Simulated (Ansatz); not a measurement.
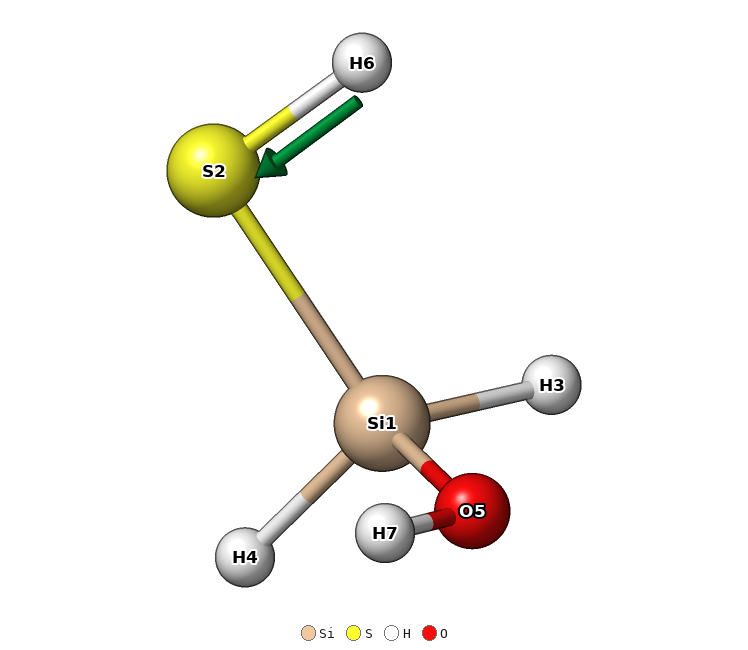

The arrows show one normal mode. Harmonic vibrations computed with RKS PBE0-D4/def2-TZVP (Ansatz 0.2.0) at a stationary point of the same level.

Question: What kind of motion is it?

Answer: Mostly S–H stretching.

Question: At what wavenumber does it lie?

Answer: 2707 cm⁻¹; it is mode 14 of 15 counted from the lowest.
